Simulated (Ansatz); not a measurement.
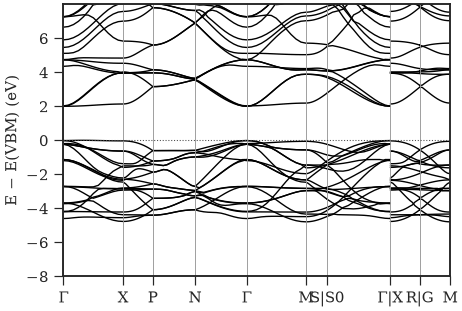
*Band structure from plane-wave PAW LDA (Ansatz code)*

### Question
Read off the gap and where the band edges lie.

### Answer
About 2.0 eV (2.00 eV by a search for the band edges); maximum on the Γ–X line, 32 % of the way from Γ, minimum at Γ.

### Question
Pick the material that matches.
A) SrTiO3, I4/mcm (Sr on 4b, Ti on 4c, O on 8h, O on 4a)
B) Cd5TeS4, I-4m2 (Pearson symbol tI20)
C) Li2WS4, I-42m (Li on 4c, W on 2a, S on 8i)
D) OsO4, I-42m (Os on 2b, O on 8i)

### Answer
A, SrTiO3, I4/mcm (Sr on 4b, Ti on 4c, O on 8h, O on 4a)

The workflow started from a Materials Project entry (that database holds measured and hypothetical structures alike); the Crystallography Open Database files this formula in space group No. 140, but the cells were not matched. It is not the phase usual at ambient conditions (space group No. 221). The cell was relaxed with LDA under the symmetry of its start; its stability against distortions is not shown here. No spin polarisation was allowed. Scalar-relativistic: spin–orbit coupling is off unless named, which matters more the heavier the elements.

Potentials: the later of the program's two PAW sets.
